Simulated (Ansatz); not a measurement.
Run report: ZnNH3ClO, geometry relaxation

System: ZnNH3ClO, multiplicity 2.
Method: UKS r2SCAN-D4/def2-SVP (Ansatz 0.2.0).

It belongs to a series of runs on one base structure; here: end point A relaxed.

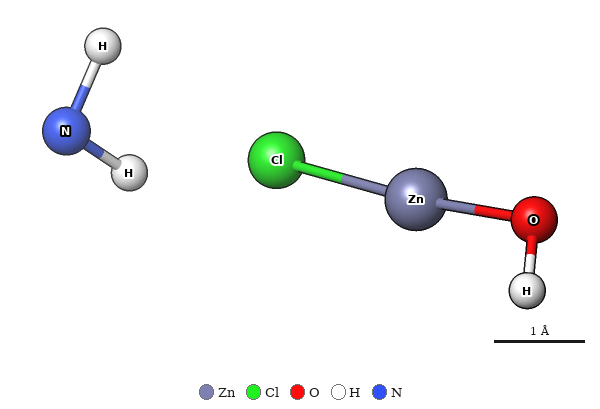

**Figure 1.** The input geometry (ball-and-stick view, seen at a tilt). Sticks mark near contacts. Bond lengths as drawn: Cl–Zn 2.20 Å, H–N 1.04 Å, H–O 0.97 Å and O–Zn 1.76 Å.

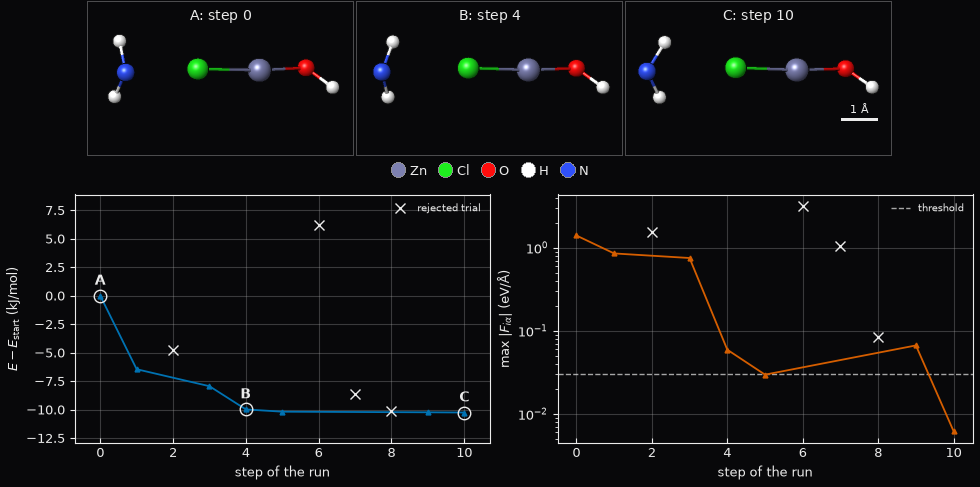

**Figure 2.** Frames of the relaxation (ball-and-stick view, seen at a tilt) above the curves, on which the letters mark them (the first geometry is step 0 here and step 1 in the log).

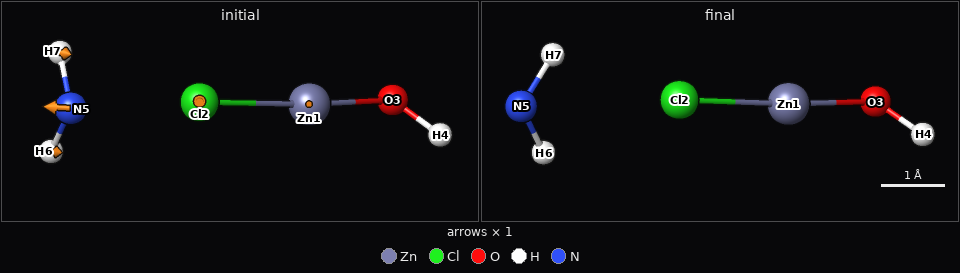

**Figure 3.** Before (left) and after (right) the relaxation, at one scale (ball-and-stick view, seen at a tilt). The orange arrows give the displacements, at true length. The largest move after the best rigid fit is that of N5, 0.47 Å. By element the largest moves are N 0.47 Å, H 0.26 Å, Cl 0.24 Å, Zn 0.08 Å, O 0.05 Å. Among the contacts that change: Zn1–Cl2 2.197 → 2.098 Å. The energy falls by 10.2 kJ/mol in 10 geometry steps. Largest force component: 1.4 eV/Å at the start, 0.0062 eV/Å at the end. The line search rejected the trial steps at points 2, 6, 7, 8 (counted from 0) and went back. (Atoms are counted from 1 in the order of the input.)

These pictures come from the run below.

### Input
```yaml
crystal:
  periodic: [false, false, false]
  atoms:
    - { symbol: Zn, position_ang: [0.004951, -0.0947, 0.00203] }
    - { symbol: Cl, position_ang: [0.01809, -0.019937, 2.198059] }
    - { symbol: O, position_ang: [-0.06959, -0.018935, -1.755272] }
    - { symbol: H, position_ang: [0.272535, -0.803207, -2.204997] }
    - { symbol: "N", position_ang: [0.360124, -0.230729, 5.103989] }
    - { symbol: H, position_ang: [-0.614859, -0.535682, 4.93171] }
    - { symbol: H, position_ang: [0.283449, 0.78579, 4.917382] }
magnetization:
  spin_polarized: true
  initial_magnetization: 1
basis:
  gaussian: { orbitals: def2-SVP }
hamiltonian:
  xc: r2scan
  dispersion: d4
relax:
  f_tol: 0.03
  max_steps: 50
```

Command:
```bash
ansatz run input.yaml --threads 4 --pin off --max-ram 5120MiB --backend cpu --events-out ev --progress --plain --runs-dir out
```

### The program's output
```
The last accepted step is kept in [file] (removed where the run ends without a failure and the disk answers)
Engine: ansatz 0.2.0, aarch64-unknown-linux-gnu
Functional definition: r2SCAN
  parameter k0 = 0.174
  parameter k1 = 0.065
  parameter a1 = 4.9479
  exchange = r2scan_x(k0 = k0, k1 = k1, a1 = a1)
  correlation = r2scan_c
1042 factors; their error is unknown
mean field evaluation 1: about -64479.1791 eV, gradient 8.0e1 eV
mean field evaluation 2: about -64186.4674 eV, gradient 1.5e2 eV
mean field evaluation 4: about -64507.1591 eV, gradient 3.1e1 eV
mean field evaluation 8: about -64511.2195 eV, gradient 9.4e-1 eV
mean field evaluation 16: about -64511.1686 eV, gradient 1.1e-3 eV
mean field -64511.16863324 eV, -2370.7417200308 hartree, gradient 7.2e-5 eV, S^2 0.754103; 0 other end points of the search recorded, 0 dependent functions left out
the calculation of the forces begins
reference -64511.16865204 eV, -2370.7417207219 hartree; 33, 32 occupied and 59, 60 virtual orbitals, 1042 factors
relax step   1: F+E_penalty+E_count = -64511.19222613 eV  Δ(F+E_penalty+E_count) = +0.000e0 eV  max|allowed force component| = 1.405e0 eV/Å  Δτ_max = 0.0000 Å  (37 SCF iters, accepted)
these checks for a lower state are left out or cut short: starts, cluster_reference, orbital_swaps, neighbouring_geometries, increment
1042 factors; their error is unknown
mean field -64511.23582874 eV, -2370.7441894200 hartree, gradient 1.6e-5 eV, S^2 0.754233; 0 other end points of the search recorded, 0 dependent functions left out
the calculation of the forces begins
reference -64511.23584841 eV, -2370.7441901429 hartree; 33, 32 occupied and 59, 60 virtual orbitals, 1042 factors
relax step   2: F+E_penalty+E_count = -64511.25906360 eV  Δ(F+E_penalty+E_count) = -6.684e-2 eV  max|allowed force component| = 8.548e-1 eV/Å  Δτ_max = 0.1946 Å  (41 SCF iters, accepted)
these checks for a lower state are left out or cut short: starts, cluster_reference, orbital_swaps, neighbouring_geometries, increment
1042 factors; their error is unknown
mean field evaluation 32: about -64511.2626 eV, gradient 6.6e-1 eV
mean field -64511.21861822 eV, -2370.7435569452 hartree, gradient 1.3e-5 eV, S^2 0.754365; 0 other end points of the search recorded, 0 dependent functions left out
the calculation of the forces begins
reference -64511.21863815 eV, -2370.7435576775 hartree; 33, 32 occupied and 59, 60 virtual orbitals, 1042 factors
relax step   3: F+E_penalty+E_count = -64511.24152858 eV  Δ(F+E_penalty+E_count) = +1.754e-2 eV  max|allowed force component| = 1.557e0 eV/Å  Δτ_max = 0.1956 Å  (41 SCF iters, rejected (line search))
these checks for a lower state are left out or cut short: starts, cluster_reference, orbital_swaps, neighbouring_geometries, increment
1042 factors; their error is unknown
mean field -64511.25139888 eV, -2370.7447616122 hartree, gradient 2.2e-5 eV, S^2 0.754220; 0 other end points of the search recorded, 0 dependent functions left out
the calculation of the forces begins
reference -64511.25141878 eV, -2370.7447623436 hartree; 33, 32 occupied and 59, 60 virtual orbitals, 1042 factors
relax step   4: F+E_penalty+E_count = -64511.27451083 eV  Δ(F+E_penalty+E_count) = -1.545e-2 eV  max|allowed force component| = 7.532e-1 eV/Å  Δτ_max = 0.0961 Å  (38 SCF iters, accepted)
these checks for a lower state are left out or cut short: starts, cluster_reference, orbital_swaps, neighbouring_geometries, increment
1042 factors; their error is unknown
mean field -64511.27272543 eV, -2370.7455453484 hartree, gradient 1.5e-5 eV, S^2 0.754103; 0 other end points of the search recorded, 0 dependent functions left out
the calculation of the forces begins
reference -64511.27274525 eV, -2370.7455460766 hartree; 33, 32 occupied and 59, 60 virtual orbitals, 1042 factors
relax step   5: F+E_penalty+E_count = -64511.29561902 eV  Δ(F+E_penalty+E_count) = -2.111e-2 eV  max|allowed force component| = 5.939e-2 eV/Å  Δτ_max = 0.1000 Å  (41 SCF iters, accepted)
these checks for a lower state are left out or cut short: starts, cluster_reference, orbital_swaps, neighbouring_geometries, increment
1042 factors; their error is unknown
mean field -64511.27488628 eV, -2370.7456247583 hartree, gradient 5.8e-5 eV, S^2 0.754108; 0 other end points of the search recorded, 0 dependent functions left out
the calculation of the forces begins
reference -64511.27490608 eV, -2370.7456254857 hartree; 33, 32 occupied and 59, 60 virtual orbitals, 1042 factors
relax step   6: F+E_penalty+E_count = -64511.29769836 eV  Δ(F+E_penalty+E_count) = -2.079e-3 eV  max|allowed force component| = 2.976e-2 eV/Å  Δτ_max = 0.0905 Å  (36 SCF iters, accepted)
these checks for a lower state are left out or cut short: starts, cluster_reference, orbital_swaps, neighbouring_geometries, increment
1042 factors; their error is unknown
mean field evaluation 64: about -64511.1375 eV, gradient 8.9e-1 eV
mean field -64511.10478268 eV, -2370.7393735660 hartree, gradient 1.1e-5 eV, S^2 0.754693; 0 other end points of the search recorded, 0 dependent functions left out
the calculation of the forces begins
reference -64511.10480254 eV, -2370.7393742959 hartree; 33, 32 occupied and 59, 60 virtual orbitals, 1042 factors
relax step   7: F+E_penalty+E_count = -64511.12748254 eV  Δ(F+E_penalty+E_count) = +1.702e-1 eV  max|allowed force component| = 3.201e0 eV/Å  Δτ_max = 0.1954 Å  (40 SCF iters, rejected (line search))
these checks for a lower state are left out or cut short: starts, cluster_reference, orbital_swaps, neighbouring_geometries, increment
1042 factors; their error is unknown
mean field -64511.25871476 eV, -2370.7450304657 hartree, gradient 1.8e-5 eV, S^2 0.754262; 0 other end points of the search recorded, 0 dependent functions left out
the calculation of the forces begins
reference -64511.25873457 eV, -2370.7450311937 hartree; 33, 32 occupied and 59, 60 virtual orbitals, 1042 factors
relax step   8: F+E_penalty+E_count = -64511.28145651 eV  Δ(F+E_penalty+E_count) = +1.624e-2 eV  max|allowed force component| = 1.063e0 eV/Å  Δτ_max = 0.0953 Å  (40 SCF iters, rejected (line search))
these checks for a lower state are left out or cut short: starts, cluster_reference, orbital_swaps, neighbouring_geometries, increment
1042 factors; their error is unknown
mean field -64511.27454957 eV, -2370.7456123842 hartree, gradient 1.4e-5 eV, S^2 0.754126; 0 other end points of the search recorded, 0 dependent functions left out
the calculation of the forces begins
reference -64511.27456930 eV, -2370.7456131094 hartree; 33, 32 occupied and 59, 60 virtual orbitals, 1042 factors
relax step   9: F+E_penalty+E_count = -64511.29733167 eV  Δ(F+E_penalty+E_count) = +3.667e-4 eV  max|allowed force component| = 8.402e-2 eV/Å  Δτ_max = 0.0465 Å  (36 SCF iters, rejected (line search))
these checks for a lower state are left out or cut short: starts, cluster_reference, orbital_swaps, neighbouring_geometries, increment
1042 factors; their error is unknown
mean field -64511.27545395 eV, -2370.7456456195 hartree, gradient 1.3e-5 eV, S^2 0.754122; 0 other end points of the search recorded, 0 dependent functions left out
the calculation of the forces begins
reference -64511.27547371 eV, -2370.7456463459 hartree; 33, 32 occupied and 59, 60 virtual orbitals, 1042 factors
relax step  10: F+E_penalty+E_count = -64511.29825490 eV  Δ(F+E_penalty+E_count) = -5.565e-4 eV  max|allowed force component| = 6.687e-2 eV/Å  Δτ_max = 0.0221 Å  (38 SCF iters, accepted)
these checks for a lower state are left out or cut short: starts, cluster_reference, orbital_swaps, neighbouring_geometries, increment
1042 factors; their error is unknown
mean field evaluation 96: about -64511.2756 eV, gradient 7.3e-5 eV
mean field -64511.27563985 eV, -2370.7456524514 hartree, gradient 1.4e-5 eV, S^2 0.754113; 0 other end points of the search recorded, 0 dependent functions left out
the calculation of the forces begins
reference -64511.27565962 eV, -2370.7456531778 hartree; 33, 32 occupied and 59, 60 virtual orbitals, 1042 factors
relax step  11: F+E_penalty+E_count = -64511.29844211 eV  Δ(F+E_penalty+E_count) = -1.872e-4 eV  max|allowed force component| = 6.195e-3 eV/Å  Δτ_max = 0.0158 Å  (40 SCF iters, accepted)
1042 factors; their error is unknown
mean field -64511.27563985 eV, -2370.7456524514 hartree, gradient 1.4e-5 eV, S^2 0.754113; 1 other end points of the search recorded, 0 dependent functions left out
the calculation of the forces begins
reference -64511.27565962 eV, -2370.7456531778 hartree; 33, 32 occupied and 59, 60 virtual orbitals, 1042 factors
Total energy: -64511.29846188 eV, -2370.7464911453 hartree
Atom 0 at    -0.059910    -0.057078    -0.038070 Å, force    -0.000609     0.000575     0.006195 eV/Å
Atom 1 at    -0.139164     0.091668     2.052976 Å, force    -0.001476     0.000738    -0.002903 eV/Å
Atom 2 at    -0.064420    -0.048251    -1.797335 Å, force    -0.001745     0.002820     0.001019 eV/Å
Atom 3 at     0.337172    -0.825834    -2.205675 Å, force     0.002737    -0.003673    -0.004196 eV/Å
Atom 4 at     0.134199    -0.083012     5.492951 Å, force    -0.001604    -0.000198     0.001468 eV/Å
Atom 5 at    -0.441872    -0.641617     4.838524 Å, force     0.001585     0.000783    -0.000393 eV/Å
Atom 6 at     0.488694     0.646724     4.849531 Å, force     0.001111    -0.001046    -0.001190 eV/Å
Dipole moment:     0.082378    -0.239767    -0.727006 e Å
```

### Trajectory as extended XYZ (Å, eV, eV/Å), 11 frames, from step=1 to step=11
```
7
Properties=species:S:1:pos:R:3:forces:R:3 step=1 energy=-64511.19223
Zn    0.0050   -0.0947    0.0020    0.0112   0.0398   1.2954
Cl    0.0181   -0.0199    2.1981   -0.0304  -0.0297  -1.4051
O    -0.0696   -0.0189   -1.7553    0.0048  -0.0180  -0.0280
H     0.2725   -0.8032   -2.2050   -0.0068   0.0208   0.0159
N     0.3601   -0.2307    5.1040    0.0046   0.0100   0.1461
H    -0.6149   -0.5357    4.9317    0.0388   0.0423  -0.0145
H     0.2834    0.7858    4.9174   -0.0222  -0.0653  -0.0098
7
Properties=species:S:1:pos:R:3:forces:R:3 step=2 energy=-64511.25906
Zn   -0.0059   -0.0871   -0.0193    0.0077   0.0088   0.3923
Cl    0.0006   -0.0095    2.1024   -0.0161  -0.0038  -0.4190
O    -0.0731   -0.0216   -1.7773    0.0031  -0.0127   0.0024
H     0.2792   -0.8050   -2.2199   -0.0046   0.0139   0.0042
N     0.3366   -0.2136    5.2964   -0.8548   0.5721  -0.6478
H    -0.5909   -0.5475    4.9111    0.7090   0.1136   0.3310
H     0.3081    0.7670    4.8994    0.1558  -0.6918   0.3370
7
Properties=species:S:1:pos:R:3:forces:R:3 step=3 energy=-64511.24153 accepted=F
Zn   -0.0188   -0.0826   -0.0338    0.0046  -0.0045  -0.0365
Cl   -0.0191    0.0002    2.0602   -0.0093   0.0082   0.0273
O    -0.0805   -0.0242   -1.7921    0.0055  -0.0160   0.0109
H     0.2885   -0.8020   -2.2308   -0.0064   0.0157   0.0021
N     0.2502   -0.1543    5.4616   -0.8817   0.6124  -1.5575
H    -0.5326   -0.5782    4.8675    0.8021   0.2160   0.7698
H     0.3670    0.7237    4.8602    0.0851  -0.8319   0.7838
7
Properties=species:S:1:pos:R:3:forces:R:3 step=4 energy=-64511.27451
Zn   -0.0125   -0.0855   -0.0186    0.0026  -0.0018  -0.0207
Cl   -0.0143   -0.0018    2.0758   -0.0105   0.0079   0.0025
O    -0.0770   -0.0234   -1.7765    0.0041  -0.0125   0.0079
H     0.2857   -0.8025   -2.2178   -0.0035   0.0107  -0.0003
N     0.2912   -0.1830    5.3753   -0.6307   0.4417  -0.7532
H    -0.5599   -0.5644    4.8827    0.5430   0.1089   0.3752
H     0.3414    0.7432    4.8721    0.0950  -0.5550   0.3885
7
Properties=species:S:1:pos:R:3:forces:R:3 step=5 energy=-64511.29562
Zn   -0.0365   -0.0673   -0.0370    0.0095  -0.0128   0.0071
Cl   -0.0769    0.0524    2.0563   -0.0092   0.0075   0.0033
O    -0.0651   -0.0384   -1.7953   -0.0108   0.0178  -0.0122
H     0.3077   -0.8202   -2.2222    0.0057  -0.0097   0.0040
N     0.2287   -0.1462    5.4442   -0.0495   0.0242  -0.0594
H    -0.5069   -0.6004    4.8716    0.0455   0.0107   0.0311
H     0.4037    0.7026    4.8753    0.0088  -0.0377   0.0261
7
Properties=species:S:1:pos:R:3:forces:R:3 step=6 energy=-64511.29770
Zn   -0.0393   -0.0719   -0.0384   -0.0250   0.0298  -0.0053
Cl   -0.1155    0.0788    2.0519    0.0062  -0.0075   0.0099
O    -0.0698   -0.0414   -1.7979    0.0139  -0.0193   0.0202
H     0.3222   -0.8191   -2.2153    0.0025  -0.0019  -0.0228
N     0.1622   -0.1007    5.4853   -0.0022   0.0026   0.0107
H    -0.4635   -0.6288    4.8518   -0.0011  -0.0056  -0.0076
H     0.4585    0.6657    4.8554    0.0057   0.0020  -0.0052
7
Properties=species:S:1:pos:R:3:forces:R:3 step=7 energy=-64511.12748 accepted=F
Zn   -0.0610   -0.0652   -0.0424   -0.0546   0.0673   0.0129
Cl   -0.1928    0.1318    2.0453    0.0243  -0.0259  -0.0340
O    -0.0710   -0.0510   -1.8044    0.0633  -0.1005   0.0456
H     0.3530   -0.8243   -2.2016   -0.0297   0.0567  -0.0141
N     0.0165   -0.0017    5.5698    0.4923  -0.0847  -3.2010
H    -0.3660   -0.6927    4.8093    0.4150   0.9241   1.5152
H     0.5759    0.5857    4.8169   -0.9106  -0.8371   1.6754
7
Properties=species:S:1:pos:R:3:forces:R:3 step=8 energy=-64511.28146 accepted=F
Zn   -0.0531   -0.0654   -0.0408   -0.0315   0.0386  -0.0027
Cl   -0.1539    0.1054    2.0487    0.0123  -0.0136  -0.0111
O    -0.0684   -0.0470   -1.8016    0.0275  -0.0431   0.0339
H     0.3378   -0.8235   -2.2087   -0.0078   0.0174  -0.0157
N     0.0910   -0.0527    5.5266   -0.0078   0.1211  -1.0628
H    -0.4150   -0.6606    4.8310    0.2396   0.2712   0.4929
H     0.5163    0.6263    4.8377   -0.2323  -0.3916   0.5654
7
Properties=species:S:1:pos:R:3:forces:R:3 step=9 energy=-64511.29733 accepted=F
Zn   -0.0745   -0.0414   -0.0399    0.0428  -0.0502  -0.0443
Cl   -0.1369    0.0942    2.0537   -0.0164   0.0140  -0.0220
O    -0.0526   -0.0515   -1.8007   -0.0267   0.0377   0.0256
H     0.3355   -0.8359   -2.2092   -0.0008  -0.0010   0.0420
N     0.1377   -0.0874    5.4962   -0.0161   0.0135  -0.0840
H    -0.4395   -0.6446    4.8390    0.0334   0.0285   0.0413
H     0.4850    0.6491    4.8539   -0.0161  -0.0425   0.0413
7
Properties=species:S:1:pos:R:3:forces:R:3 step=10 energy=-64511.29826
Zn   -0.0545   -0.0598   -0.0380    0.0007  -0.0005  -0.0171
Cl   -0.1274    0.0863    2.0535   -0.0021   0.0005  -0.0033
O    -0.0636   -0.0459   -1.7981   -0.0012   0.0012   0.0183
H     0.3293   -0.8253   -2.2114    0.0010  -0.0005   0.0029
N     0.1442   -0.0900    5.4924   -0.0130   0.0167  -0.0669
H    -0.4489   -0.6379    4.8423    0.0250   0.0178   0.0306
H     0.4756    0.6552    4.8521   -0.0104  -0.0352   0.0355
7
Properties=species:S:1:pos:R:3:forces:R:3 step=11 energy=-64511.29844
Zn   -0.0599   -0.0571   -0.0381   -0.0006   0.0006   0.0062
Cl   -0.1392    0.0917    2.0530   -0.0015   0.0007  -0.0029
O    -0.0644   -0.0483   -1.7973   -0.0017   0.0028   0.0010
H     0.3372   -0.8258   -2.2057    0.0027  -0.0037  -0.0042
N     0.1342   -0.0830    5.4930   -0.0016  -0.0002   0.0015
H    -0.4419   -0.6416    4.8385    0.0016   0.0008  -0.0004
H     0.4887    0.6467    4.8495    0.0011  -0.0010  -0.0012
```

### Results in brief

```tsv
quantity	value
outcome	converged
total energy	−64511.2985 eV
mean-field energy	−64511.2757 eV
⟨S²⟩	0.754
largest force (length of the vector) at the end	0.006 eV/Å
hardware	4 threads of Arm Neoverse V1, 24 GiB of memory available, shared host
wall time	40 s (CPU time 2.6 min)
peak memory	0.23 GiB
```
